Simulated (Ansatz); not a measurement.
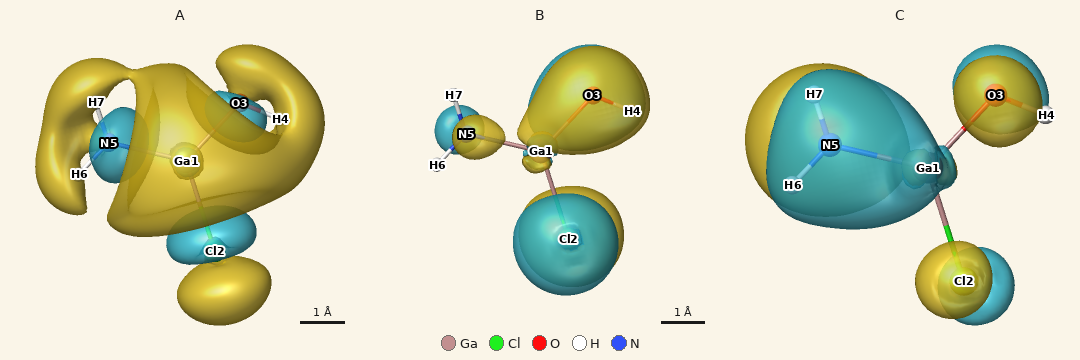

Figure 1: ClGaH3NO. Three frontier orbitals at ±0.06 Å⁻³ᐟ² (yellow and cyan are the two phases), in no order.

Computed with RKS PBE/def2-SVP (Ansatz).

Input file:

```
crystal:
  periodic: [false, false, false]
  atoms:
    - { symbol: Ga, position_ang: [0.0, 0.0, 0.0] }
    - { symbol: Cl, position_ang: [0.0, 0.0, 2.24] }
    - { symbol: O, position_ang: [1.5501, 0.0, -0.895] }
    - { symbol: H, position_ang: [1.85, -0.9519, -1.0499] }
    - { symbol: "N", position_ang: [-1.6714, 0.0, -0.965] }
    - { symbol: H, position_ang: [-2.3403, -0.8164, -0.8664] }
    - { symbol: H, position_ang: [-1.9204, 0.8164, -1.5936] }
basis:
  gaussian: { orbitals: def2-SVP }
hamiltonian:
  xc: pbe
relax:
  f_tol: 0.02
  max_steps: 40
output:
  orbitals: {}
```

Run with:

```sh
ansatz run input.yaml --threads 1 --pin off --max-ram 2048MiB --backend cpu --events-out ev --progress --plain --runs-dir out
```

The fields are those of the run's last geometry, not of the input's.

Question: Order the three orbitals by energy and name them.

Answer: B is the HOMO−1 (−7.04 eV). By Hirshfeld shares it lies mainly on O3 (about 55 %), Cl2 (about 30 %) and Ga1 (about 10 %). C is the HOMO (−6.11 eV). It lies mainly on N5 (about 70 %), Ga1 (about 10 %) and O3 (about 10 %); largely a lone pair of N5. A is the LUMO (−1.56 eV). It lies mainly on Ga1 (about 45 %), Cl2 (about 15 %), O3 (about 15 %) and N5 (about 10 %).

Question: What is the HOMO–LUMO gap?

Answer: 4.55 eV between the orbital energies.
